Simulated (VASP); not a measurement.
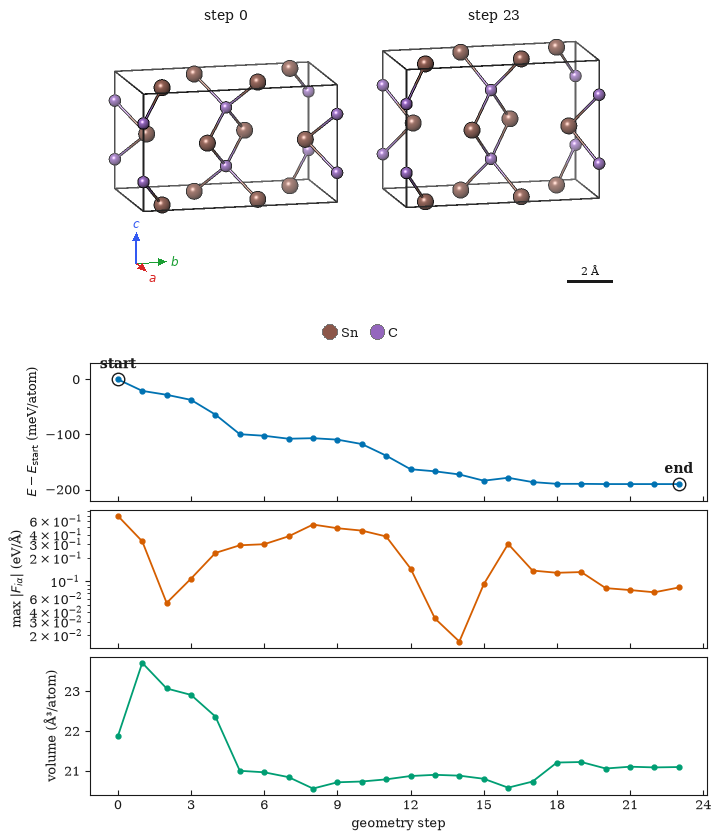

First and last geometry of a relaxation of solid Sn$_{2}$C (a generated structure, set up in Ibam), with the history of the run. The picture is a ball-and-stick view of the conventional cell (2 times the calculation's cell), seen slightly off an axis. Lengths and directions refer to the drawn axes.

The run lets cell and atoms move.

All numbers below come from Kohn-Sham DFT of a periodic cell, PBE, VASP PAW PBE potentials, recommended (VASP).

Input
```
PREC = Normal ; ENCUT = 520
EDIFF = 1E-4 ; ISMEAR = 0
SIGMA = 0.15 ; LREAL = F
LASPH = T ; NELM = 60
ALGO = Fast ; ISIF = 3
LWAVE = F ; LCHARG = F
GGA = PE ; IBRION = 2
NSW = 24 ; EDIFFG = -0.08
```

Launched with:
```bash
cat potpaw_PBE.64/Sn_d/POTCAR potpaw_PBE.64/C/POTCAR > POTCAR
mpirun -np 1 vasp_std > vasp.out
```

### Read the history and describe the run.

The relaxation stopped without meeting its thresholds, so the last structure isn't shown to be converged. The largest moves relative to the cell, 0.050 Å, are those of Sn atoms. C stays in place. The drawn cell changes as follows: a 5.400 → 4.457 Å (−17.5 %), b 9.000 → 8.954 Å (−0.5 %), c 5.400 → 6.344 Å (+17.5 %); the volume changes by −3.5 %. Near-neighbour distances that change, for instance: C–Sn 2.176 → 2.230 Å. Bond angles that change, for instance: C–Sn–C 76.7° → 90.7°, Sn–C–Sn 103.3° → 89.3°, Sn–C–Sn 110.4° → 122.6°. The space group stays Ibam (No. 72). The energy falls by 190 meV per atom in 23 geometry steps. The largest force component goes from 0.7 to 0.083 eV/Å. The pressure goes from 4.17 to 0.44 GPa.
